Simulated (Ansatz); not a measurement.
## GaSb: carrier doping

Consider GaSb in the zinc blende structure (space group F-43m, No. 216).

```
CELL_PARAMETERS angstrom
      0.00000     3.06677     3.06677
      3.06677     0.00000     3.06677
      3.06677     3.06677     0.00000
ATOMIC_POSITIONS crystal
  Sb 0.75000 0.75000 0.75000
  Ga 0.00000 0.00000 0.00000
```

Carriers are added at fixed cell with a uniform background; the Fermi–Dirac width is that of 300 K.

All numbers come from r2SCAN (Ansatz, a program for electronic structure; PAW; 500 eV plane waves; without spin-orbit coupling), earlier PAW set.

Notes on the quantities. Fermi level from band edge: Fermi level relative to the doped band's edge (positive inside the band; to 0.05 eV).

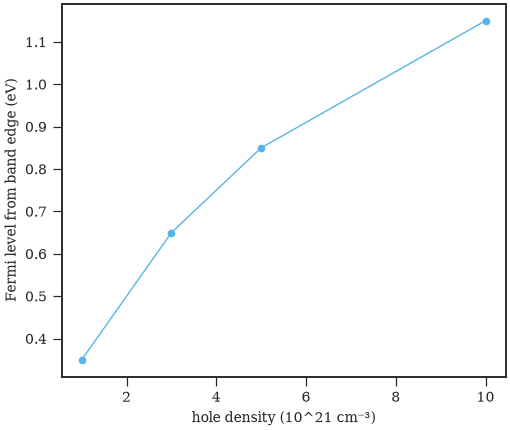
Figure: Fermi level from band edge against hole density

### Question
From the plot, what is the Fermi level from band edge for holes 1.0×10^21 cm⁻³?

### Answer
About 0.35 eV.

### Question
Is the trend monotonic over the range shown?

### Answer
Yes, it rises throughout, spanning +0.35 eV to +1.15 eV.

Carriers are added with a uniform compensating background; total energy and stress of such cells depend on the potential's zero and are not compared; many-body gap narrowing is missing at this level. Whether these cells are dynamically stable was not tested.
